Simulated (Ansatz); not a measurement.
Hypothetical diamond B, pressure series

Base system: B in the diamond structure (space group Fd-3m, No. 227; a hypothetical phase, not in the database extracts checked).

```
CELL_PARAMETERS angstrom
      0.00000     2.01618     2.01618
      2.01618     0.00000     2.01618
      2.01618     2.01618     0.00000
ATOMIC_POSITIONS crystal
  B  0.25000 0.25000 0.25000
  B  0.00000 0.00000 0.00000
```

Cell and atoms are relaxed at each pressure.

Method: PBEsol/PAW in Ansatz (a program for electronic structure), no SOC.

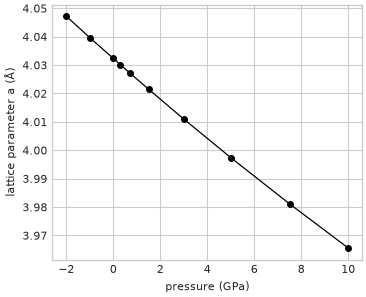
Fig. 1. Lattice parameter a against pressure

Question: From the plot, what is the lattice parameter a for pressure 10 GPa?

Answer: About 3.966 Å.

Question: Is the trend monotonic over the range shown?

Answer: Yes, it falls throughout, spanning 3.966 Å to 4.047 Å.

Load acts through the strain it causes; cell and atoms are relaxed under it. Whether these cells are dynamically stable was not tested. Competing high-pressure phases were not computed.
